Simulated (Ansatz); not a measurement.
How far to go with shifted k-point meshes: SnO (P4mm, 4 atoms in the cell)

```
CELL_PARAMETERS angstrom
      3.78100     0.00000     0.00000
      0.00000     3.78100     0.00000
      0.00000     0.00000     4.81580
ATOMIC_POSITIONS crystal
  Sn 0.50000 0.00000 0.77238
  Sn 0.00000 0.50000 0.23800
  O  0.50000 0.50000 0.00000
  O  0.00000 0.00000 0.00000
```

Level of theory: PBEsol, PAW files made with PBE (plane waves; Ansatz, a program for electronic structure).

Base settings: basis.ecutwfc = 420 eV; kpoints.mp_grid.grid = 7 7 5; hamiltonian.xc = pbesol; hamiltonian.pseudopotentials = {kind: paw} (the program's default PAW files); scf.occupations.method = fermi_dirac; scf.occupations.width = 0.02 eV.

In this ladder: kpoints.mp_grid.shift = 0.5 0.5 0.5.

Shifted meshes do not hold Γ, so a gap read on them misses any band edge there.

Only quantities that move along the ladder and can be compared are tabulated.

The count of work is k-points × plane waves × bands × iterations; it is no time. 

The starting cell has typed, rounded lattice constants, without a prior relaxation at this level. Its lattice was rescaled by up to half a per cent. One atom was moved a little off its site on purpose. In the base run, with a pressure of about 3 GPa the cell is away from its equilibrium volume at this level. Ansatz's pressure includes its estimate of the finite-basis (Pulay) stress.

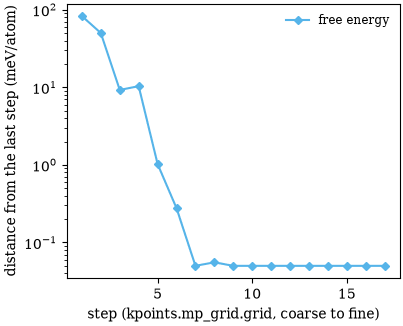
Figure. Distance from the last step along the ladder; very small values are drawn at a floor.

| kpoints.mp_grid.grid | free energy less the last step's (meV/atom) | pressure (GPa) | largest difference of a force vector from the last step's (eV/Å) | gap on the mesh (eV) | count of work / last |
|---|---|---|---|---|---|
| 2 2 1 | 82.77 | 5.40 | 0.079 | 3.434 | 0.0023 |
| 2 2 2 | 50.03 | 4.39 | 0.126 | 3.396 | 0.0023 |
| 3 3 2 | 9.25 | 3.73 | 0.047 | 1.594 | 0.0068 |
| 3 3 3 | 10.34 | 3.82 | 0.115 | 0.864 | 0.014 |
| 4 4 3 | -1.03 | 3.33 | 0.017 | 1.288 | 0.014 |
| 5 5 4 | -0.28 | 3.29 | 0.000 | 0.447 | 0.027 |
| 6 6 5 | 0.01 | 3.32 | 0.001 | 0.605 | 0.041 |
| 7 7 6 | 0.06 | 3.32 | 0.001 | 0.249 | 0.068 |
| 8 8 6 | 0.01 | 3.32 | 0.001 | 0.425 | 0.068 |
| 8 8 7 | 0.01 | 3.32 | 0.001 | 0.386 | 0.091 |
| 9 9 7 | 0.00 | 3.32 | 0.000 | 0.214 | 0.14 |
| 10 10 8 | 0.00 | 3.32 | 0.001 | 0.306 | 0.14 |
| 11 11 9 | 0.01 | 3.32 | 0.000 | 0.175 | 0.24 |
| 13 13 10 | 0.00 | 3.32 | 0.000 | 0.155 | 0.32 |
| 14 14 11 | 0.01 | 3.32 | 0.000 | 0.205 | 0.38 |
| 15 15 12 | 0.00 | 3.32 | 0.000 | 0.136 | 0.49 |
| 17 17 13 | 0.00 | 3.32 | 0.000 | 0.126 | 0.72 |
| 19 19 15 | 0.00 | 3.32 | 0.000 | 0.118 | 1.0 |

Coarsest kpoints.mp_grid.grid that holds the free energy within 0.5 meV/atom of the last step, with all finer ones: 5 5 4, at 0.027 of the last step's count of work; the step before is off by 1.0 meV/atom.

Coarsest kpoints.mp_grid.grid that holds the pressure within 0.05 GPa of the last step, with all finer ones: 4 4 3, at 0.014 of the last step's count of work; the step before is off by 0.50 GPa.

The gap on the mesh jumps up and down from mesh to mesh; it is no smooth measure of convergence.

Keys are those of Ansatz 0.2.
